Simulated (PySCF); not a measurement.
Molecule: C3H6BF3, SMILES C(B)CC(F)(F)F. Atoms near the plane z = 1.0 Å, at the GFN2-xTB optimised geometry (x, y, z in Å): C3 (-0.4, -0.3, 0.0), C4 (-1.9, -0.3, 0.0), F5 (-2.4, 0.9, 0.0), F7 (-2.4, -1.0, 1.1), H12 (-0.1, 0.1, 0.9), H13 (-0.1, -1.4, 0.0).

Method: PySCF with PBE0/def2-TZVP. Cells within 0.4 Å of a nucleus heavier than hydrogen are left out (blank, or x). The values are rescaled to run from 0 to 1.

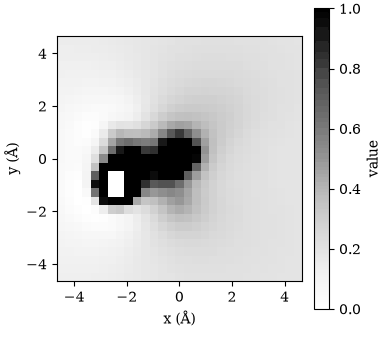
*a field on the plane z = 1.0 Å.*

Problem. Which quantity is mapped?
A. electrostatic potential
B. an orbital amplitude
C. deformation density (molecule minus spherical neutral atoms)
D. electron localisation function

Solution. A, electrostatic potential. In full: electrostatic potential (hartree/e), clipped to [-0.08, 0.12].
